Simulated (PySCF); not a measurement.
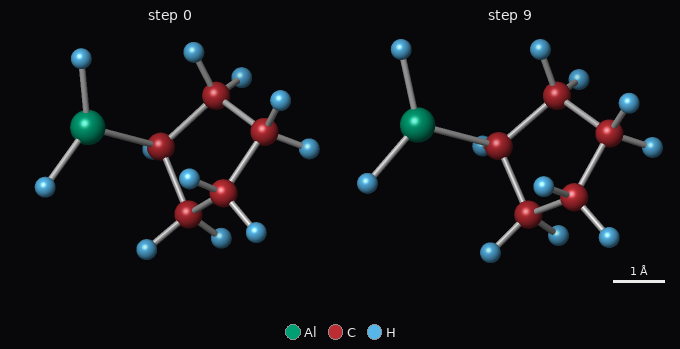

The structure of C5H11Al before (left) and after (right) a relaxation, at one scale.

The picture is a ball-and-stick view, seen face on.

The start comes from GFN2-xTB. Its atoms were then displaced at random by about 0.01 Å.

Computed with PySCF, PBE0-D3(BJ)/def2-SVP geometry optimisation, gas phase. 

Summarise the run.

Answer. After 9 geometry steps the energy has fallen by 0.341 eV. The atom that moves furthest after the best rigid fit is an H atom (0.56 Å). By element the largest moves are H 0.56 Å, Al 0.24 Å, C 0.23 Å. Among the contacts that change: Al–C 3.039 → 3.485 Å, Al–H 1.521 → 1.597 Å, Al–C 2.037 → 1.972 Å, C–H 1.067 → 1.108 Å. Bond angles that change, for instance: Al–C–H 124.3° → 105.4°, Al–C–C 101.5° → 112.1°, Al–C–C 103.7° → 113.7°. Cost: 3.7 min on 1 thread of Intel(R) Xeon(R) Processor @ 2.50GHz, with other jobs on the host.
